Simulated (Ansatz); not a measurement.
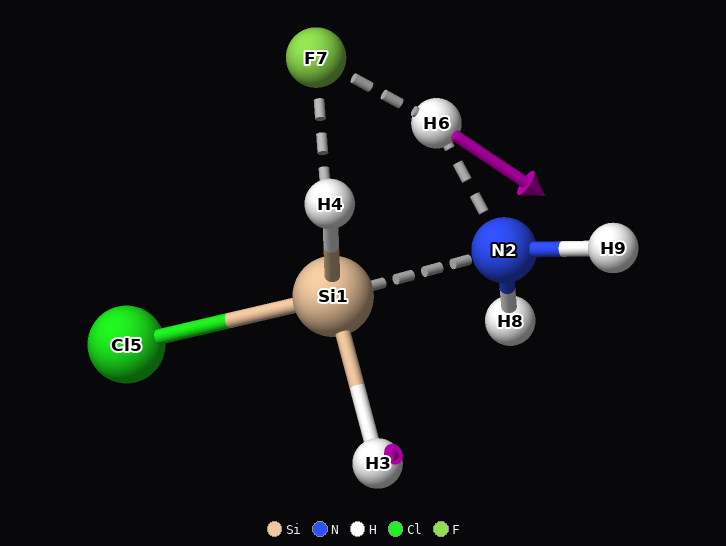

The arrows show one normal mode. Broken sticks mark bonds that form or break. Harmonic vibrations computed with RKS PBE0-D4/def2-TZVP (Ansatz 0.2.0) at a stationary point of the same level. It is a saddle point of order 1.

### Estimate its harmonic wavenumber.

714i cm⁻¹; it is mode 1 of 21 counted from the lowest. It is the reaction coordinate: Si1–F7 forms (2.14 Å), N2–H6 forms (1.20 Å), Si1–N2 breaks (1.84 Å), H6–F7 breaks (1.22 Å), or the reverse.
